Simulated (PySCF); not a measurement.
F5Ta, SMILES `F[Ta](F)(F)(F)F`.

PySCF calculation, PBE0/def2-SVPD, gas phase; geometry: GFN2-xTB. Core potentials replace the inner electrons of Ta; spin–orbit coupling isn't included. This is a single-reference result, which may miss multireference character in this system. No frequency check shows the geometry to be a minimum. GFN2-xTB bond lengths at metals and heavier atoms can be off by up to 0.1 Å and shapes distorted, which carries into these values.

Input

```python
import numpy as np
from pyscf import gto, scf, dft
from pyscf.scf import atom_ks, atom_hf
from scipy.linalg import block_diag

def solve(mol, dm0=None, hcore=None):
    mf = (dft.UKS if mol.spin else dft.RKS)(mol, xc='pbe0')
    mf.grids.level = 3
    mf = mf.density_fit(auxbasis='def2-universal-jkfit')
    mf.conv_tol, mf.max_cycle = 1e-8, 80
    if hcore is not None:
        mf.get_hcore = lambda *args: hcore
    mf.kernel(dm0)
    if not mf.converged:
        mf = mf.newton().run(mf.mo_coeff, mf.mo_occ, max_cycle=30)
    assert mf.converged, 'SCF not converged'
    return mf

mol = gto.M(atom='''
F      1.79576     0.00025    -0.00109
Ta    -0.00008    -0.00009    -0.00008
F     -0.00003    -1.75642    -0.47051
F     -0.00112     1.28614    -1.28550
F      0.00175     0.47082     1.75635
F     -1.79572    -0.00007     0.00143
''', basis='def2-svpd', ecp={'Ta': 'def2-svpd'}, charge=0, spin=0, verbose=4)
field = np.array([0.0, 0.0, 0.004])  # atomic units
mol.set_common_orig(mol.atom_charges() @ mol.atom_coords() / mol.atom_charges().sum())
mf = solve(mol)
out = dict(dm0=mf.make_rdm1(), d0=mf.dip_moment(unit='AU'), e0=mf.e_tot)
for name, sign in (('p', 1), ('m', -1)):
    h = mf.get_hcore() + sign * np.einsum('x,xij->ij', field, mol.intor('int1e_r'))
    mi = solve(mol, mf.make_rdm1(), h)
    out.update({'dm' + name: mi.make_rdm1(), 'd' + name: mi.dip_moment(unit='AU'), 'e' + name: mi.e_tot})
# spherically averaged free atoms, for the promolecule
atom_ks.AtomSphAverageRKS.init_guess_by_vsap = lambda self, mol=None: self.init_guess_by_minao(mol)  # core potentials
atm = atom_ks.get_atm_nrks(mol, xc='pbe0')
pro = block_diag(*[(atm[a[0]][2] * atm[a[0]][3]) @ atm[a[0]][2].T for a in mol._atom])
np.savez('result.npz', pro=pro, **out)
```

Command:

```sh
OMP_NUM_THREADS=1 python input.py
```

The run took 36 s on 1 thread of Arm Neoverse V1, on a shared host, peak memory 0.68 GiB.

Partitions, critical points and surface values were worked out afterwards from this run's density.

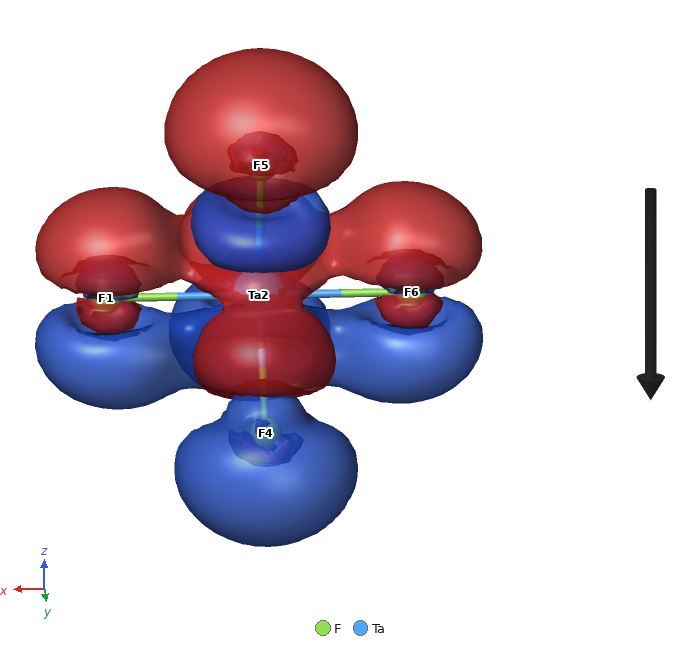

Change of the electron density in a uniform field of 0.21 V/Å along −z (arrow), surfaces at ±0.0008 e/Å³ (red: gain, blue: loss).

The field was applied in both directions; the picture shows the one opposite to the script's first.

What dipole is induced, and what polarisability does it imply?

The induced dipole is 0.37 D (along the field); α along this axis, from the fields in both directions, is 36 bohr³ (5.4 Å³).
